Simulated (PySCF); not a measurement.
**C3H5BF− (SMILES CC#C[BH2-]F): MP2/def2-SVP**

What is the vertical ionisation energy of C3H5BF− at MP2/def2-SVP? 

The results are computed with PySCF 2.14.0.

### Step 1. The molecule

The species is C3H5BF− (10 atoms), meant as a singlet with charge -1. SMILES: `CC#C[BH2-]F`. The shape is that of a GFN2-xTB optimisation.

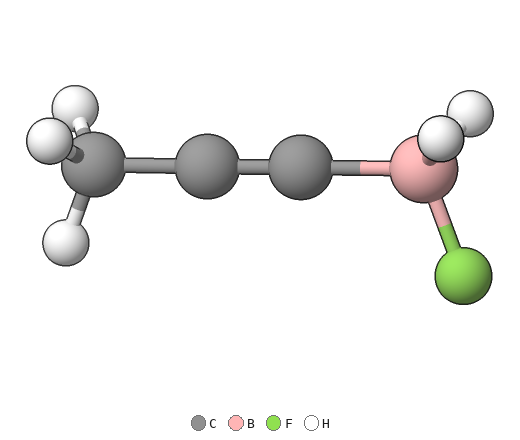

The structure, seen from a chosen angle (carbon grey, boron pink, fluorine green, hydrogen white).

### Step 2. The energy at MP2/def2-SVP

job.py reads:

```python
from pyscf import gto, scf, mp

mol = gto.M(
    atom='''
C     -1.396140    -1.593690     0.208870
C     -0.446210    -0.491170     0.062380
C      0.327970     0.424490    -0.053440
B      1.349310     1.622660    -0.209680
F      2.707700     1.107040    -0.218480
H     -1.945070    -1.512170     1.153270
H     -0.874560    -2.556400     0.199620
H     -2.123900    -1.592290    -0.609960
H      1.242860     2.390490     0.740240
H      1.158040     2.201040    -1.272820
''',
    verbose=3,
    charge=-1,
    spin=0,
    basis='def2-svp',
    max_memory=1860,
)

mf = scf.RHF(mol)
mf.conv_tol = 1e-10
mf.kernel()
if not mf.converged:
    mf = mf.newton().run(mf.mo_coeff, mf.mo_occ)

pt = mp.MP2(mf, frozen=5).run()
e_final = pt.e_tot
print('E(%s) = %.9f' % ('MP2', e_final))
```

Launch:

```bash
$ OMP_NUM_THREADS=1 python job.py
```

The log of the run:

```text
converged SCF energy = -240.460737247776
E(RMP2) = -241.141667731899  E_corr = -0.680930484122615
E(SCS-RMP2) = -241.132942659214  E_corr = -0.672205411437968
E(MP2) = -241.141667732
```

It took 1.9 s on 1 thread of Arm Neoverse V2, shared host; peak memory 0.24 GiB.

### Step 3. Doublet neutral C3H5BF at the same level

calc.py reads:

```python
from pyscf import gto, scf, mp

mol = gto.Mole()
mol.atom = '''
C       -1.396140      -1.593690       0.208870
C       -0.446210      -0.491170       0.062380
C        0.327970       0.424490      -0.053440
B        1.349310       1.622660      -0.209680
F        2.707700       1.107040      -0.218480
H       -1.945070      -1.512170       1.153270
H       -0.874560      -2.556400       0.199620
H       -2.123900      -1.592290      -0.609960
H        1.242860       2.390490       0.740240
H        1.158040       2.201040      -1.272820
'''
mol.basis = 'def2-svp'
mol.max_memory = 1860
mol.spin = 1
mol.verbose = 4
mol.build()

hf = scf.UHF(mol)
hf.conv_tol = 1e-10
hf.kernel()
if not hf.converged:
    hf = hf.newton().run(hf.mo_coeff, hf.mo_occ)

pt = mp.MP2(hf, frozen=5).run()
e_tot = pt.e_tot
print('Final energy', e_tot)
```

Launch:

```bash
$ OMP_NUM_THREADS=1 python calc.py
```

The log of the run:

```text
PySCF version 2.14.0

[... 130 lines left out ...]
converged SCF energy = -240.339848111828  <S^2> = 0.7642192  2S+1 = 2.014169
[... 1 line left out ...]
******** <class 'pyscf.mp.ump2.UMP2'> ********
nocc = (np.int64(14), np.int64(13)), nmo = (90, 90)
frozen orbitals 5
E(UMP2) = -240.980531977547  E_corr = -0.64068386571866
E(SCS-UMP2) = -240.973151171179  E_corr = -0.633303059350444
E_corr(same-spin) = -0.156366437898402
E_corr(oppo-spin) = -0.484317427820258
Final energy -240.98053197754697
```

Run time: 4.2 s. Hardware: 1 thread of Arm Neoverse V2, shared host; peak memory 0.25 GiB.

### Step 4. What came out

Level: MP2/def2-SVP, 5 core orbitals frozen.

| quantity | value |
| --- | --- |
| singlet C3H5BF−: total energy | -241.14167 Eh |
| singlet C3H5BF−: HOMO energy (Hartree–Fock orbitals) | -4.42 eV |
| singlet C3H5BF−: LUMO energy (Hartree–Fock orbitals) | 8.28 eV |
| singlet C3H5BF−: HOMO–LUMO gap (to an unbound level, set by the basis) | 12.70 eV |
| singlet C3H5BF−: correlation energy (5 core orbitals frozen) | -680.9 mEh |
| doublet neutral C3H5BF: total energy | -240.98053 Eh |
| doublet neutral C3H5BF: dipole moment (Hartree–Fock density) | 8.53 D |
| doublet neutral C3H5BF: HOMO energy (Hartree–Fock orbitals) (highest over α and β) | -10.89 eV |
| doublet neutral C3H5BF: LUMO energy (Hartree–Fock orbitals) (lowest over α and β) | -2.04 eV |
| doublet neutral C3H5BF: correlation energy (5 core orbitals frozen) | -640.7 mEh |
| doublet neutral C3H5BF: ⟨S²⟩ of the reference determinant | 0.764 |
| vertical detachment energy (to the doublet neutral) | 4.385 eV |

What this shows: The vertical ionisation energy comes to 4.38 eV (101 kcal/mol). Mulliken charges (singlet C3H5BF−) of the mean-field density run from -0.46 on F5 to +0.42 on B4; they depend strongly on the basis. Mulliken charges (doublet neutral C3H5BF) of the mean-field density run from -0.42 on F5 to +0.37 on B4; they depend strongly on the basis.
